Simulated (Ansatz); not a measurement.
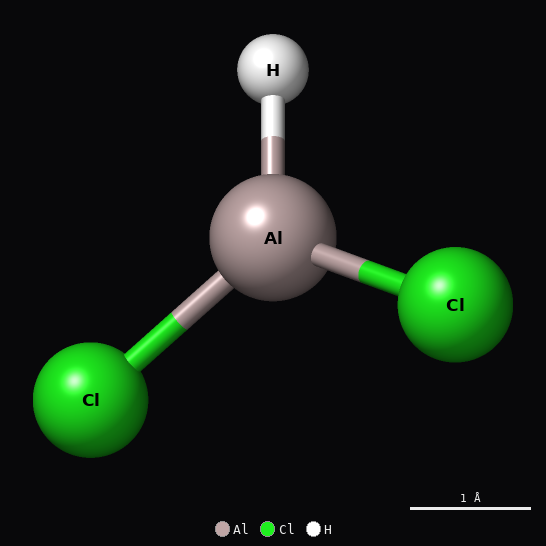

Rendered structure (ball-and-stick style).

The computed structure is the end point of a PBE0-D4/def2-TZVP optimisation.

> Give the formula.

AlCl2H, 4 atoms: 1 aluminium, 2 chlorine and 1 hydrogen.

> How many bonds of each kind are drawn?

2 Al–Cl, 1 Al–H. Sticks follow a distance rule.

> How many sets of symmetry-equivalent atoms are there?

3: 1 Al, 2 Cl, 1 H.

> What is the point group of this geometry?

C2v.

The parts below concern this one geometry. Atoms keep their numbers from picture to picture.

### Shape

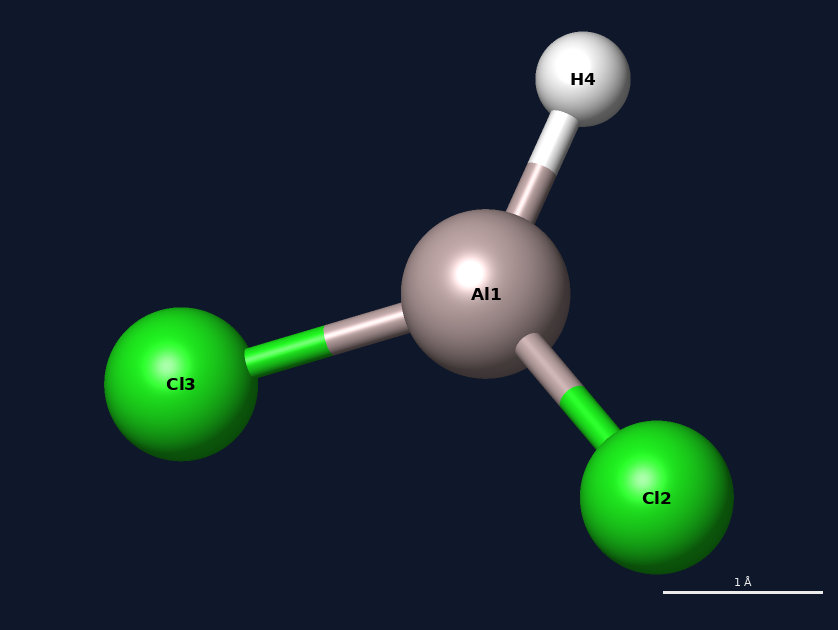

Numbered structure.

> Describe the coordination of atom 1.

Al1 has 3 neighbours (Cl2 at 2.08, Cl3 at 2.08, H4 at 1.56 Å); the arrangement is trigonal planar.

### Charges

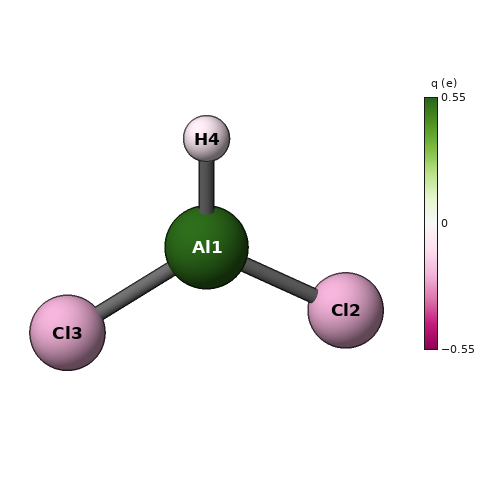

Atoms are coloured by their Mulliken charges. Level of theory: RKS PBE0-D4/def2-TZVP (Ansatz 0.2.0).

Give the Mulliken charges atom by atom.

```tsv
atom	value (e)
Al1	0.53
Cl2	−0.23
Cl3	−0.23
H4	−0.07
```

### Vibrations

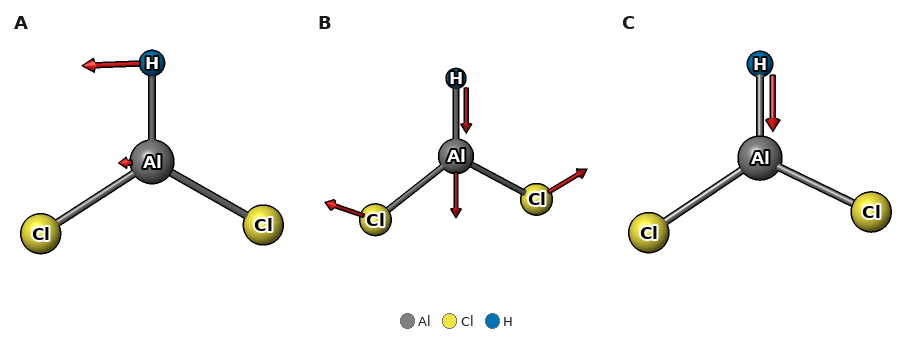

3 normal modes of one molecule or complex, as arrows. Harmonic vibrations computed with RKS PBE0-D4/def2-TZVP (Ansatz 0.2.0) at a stationary point of the same level.

> Match the panels to the wavenumbers 160 cm⁻¹, 585 cm⁻¹, 2014 cm⁻¹.

A: 585 cm⁻¹
B: 160 cm⁻¹, Cl–Al–Cl bending
C: 2014 cm⁻¹, Al–H stretching

### Electronic properties

Method: RKS PBE0-D4/def2-TZVPP (Ansatz 0.2.0).

> What is the HOMO energy (Kohn–Sham orbital)?

−9.32 eV.

> What is the LUMO energy (Kohn–Sham orbital)?

−1.43 eV.

Mulliken values depend strongly on the basis set and can even reverse the polarity of a bond.
